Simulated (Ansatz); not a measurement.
## Electronic structure of C2H6BrFSi (SMILES FCC([SiH3])Br) in real space

Input

```
crystal:
  periodic: [false, false, false]
  atoms:
    - { symbol: F, position_ang: [-1.3003, 1.6121, 0.1075] }
    - { symbol: C, position_ang: [-0.0688, 1.3485, 0.4321] }
    - { symbol: C, position_ang: [0.3857, 0.2095, -0.455] }
    - { symbol: Si, position_ang: [-0.3094, -1.4194, -0.1297] }
    - { symbol: Br, position_ang: [2.3604, -0.0022, -0.1891] }
    - { symbol: H, position_ang: [0.5293, 2.2737, 0.2768] }
    - { symbol: H, position_ang: [-0.0181, 1.115, 1.5062] }
    - { symbol: H, position_ang: [0.3442, 0.4966, -1.5022] }
    - { symbol: H, position_ang: [0.2076, -2.4747, -0.9441] }
    - { symbol: H, position_ang: [-1.836, -1.3808, -0.3981] }
    - { symbol: H, position_ang: [-0.2293, -1.8353, 1.3163] }
basis:
  gaussian: { orbitals: def2-SVP }
hamiltonian:
  xc: pbe0
relax:
  f_tol: 0.015
  max_steps: 40
output:
  orbitals: {}
```

Command:

```sh
ansatz run input.yaml --threads 2 --pin off --max-ram 3072MiB --backend cpu --events-out ev --progress --plain --runs-dir out
```

The fields are those of the relaxed geometry.

Level of theory: Ansatz, RKS PBE0/def2-SVP.

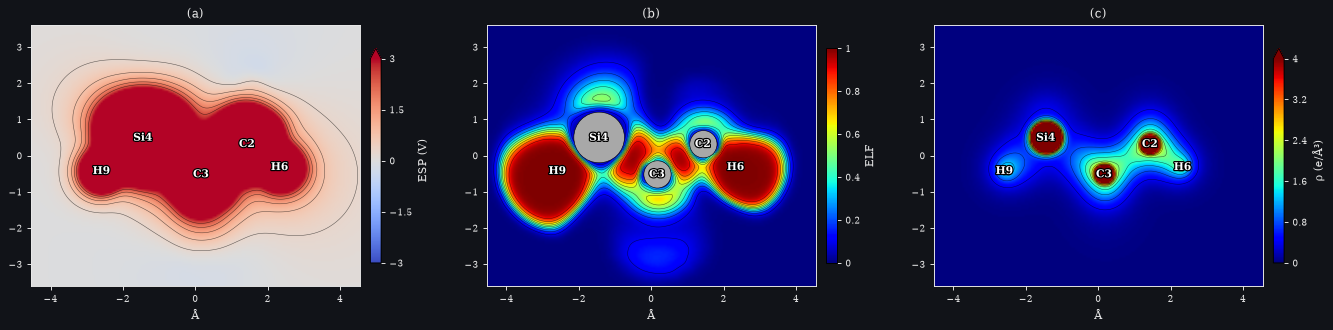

Figure 1. (a) molecular electrostatic potential; (b) electron localisation function; (c) total electron density on the plane of atoms C2, C3 and Si4. Grey discs cover the atomic cores in the ELF map.

What does the map show?

The section cuts through C, Si and H sites. C–C (1.52 Å): the density is about 1.7 e/Å³ at the midpoint; the ELF peaks at about 0.95 between the atoms, as expected for a covalent bond. C–Si (1.91 Å): the density is about 0.92 e/Å³ at the midpoint; the ELF peaks at about 1 between the atoms, as expected for a shared electron pair. C–H (1.10 Å): ρ is about 2 e/Å³ halfway; the ELF climbs to about 1 towards the hydrogen, as it does in any bond to H (a covalent bond by its length). Si–H (1.49 Å): ρ is about 0.77 e/Å³ halfway; the ELF climbs to about 1 towards the hydrogen. The potential has no marked negative region in this plane.

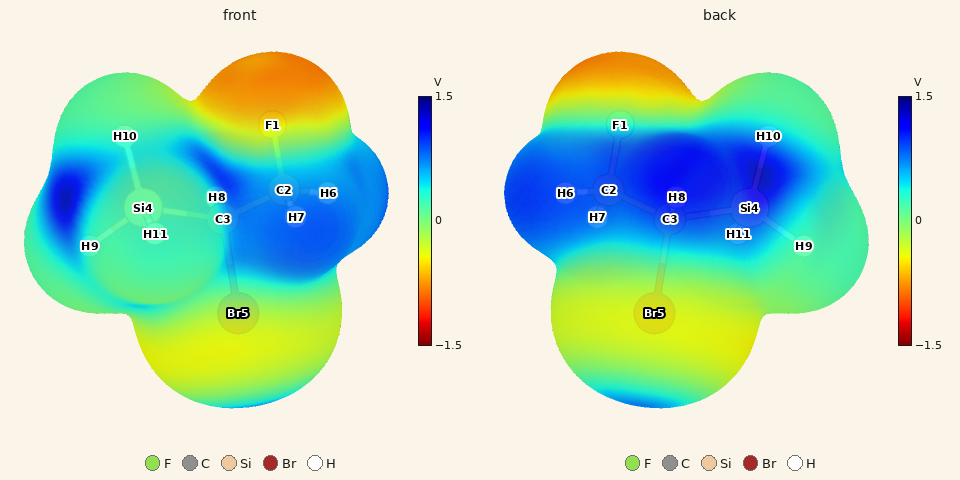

Figure 2. The molecular electrostatic potential painted on the density surface at 0.002 e/bohr³, seen from the front and from behind; red is negative and blue positive.

Where is the surface potential most negative and most positive?

The most negative region (about −0.8 V, or −18 kcal/mol for a unit charge) lies over F1, the most positive (about +1.3 V, or +30 kcal/mol for a unit charge) over Si4. Br5 shows a σ-hole: about +0.7 V, or +16 kcal/mol for a unit charge at the tip opposite its bond, against about −0.3 V, or −7 kcal/mol for a unit charge on its flanks.

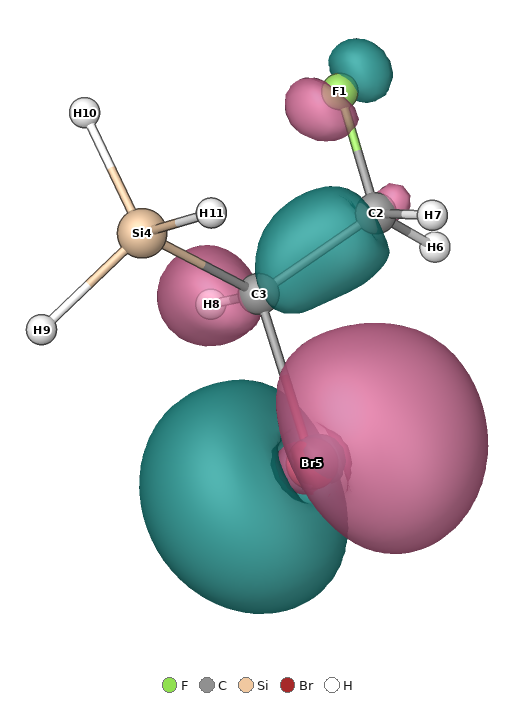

Figure 3. The HOMO−1 at ±0.1 Å⁻³ᐟ² (teal and pink are the two phases), seen at a tilt.

Describe this orbital and give its energy.

By Hirshfeld shares it lies mainly on Br5 (about 85 %); largely a lone pair of Br5. Its energy is −8.26 eV.
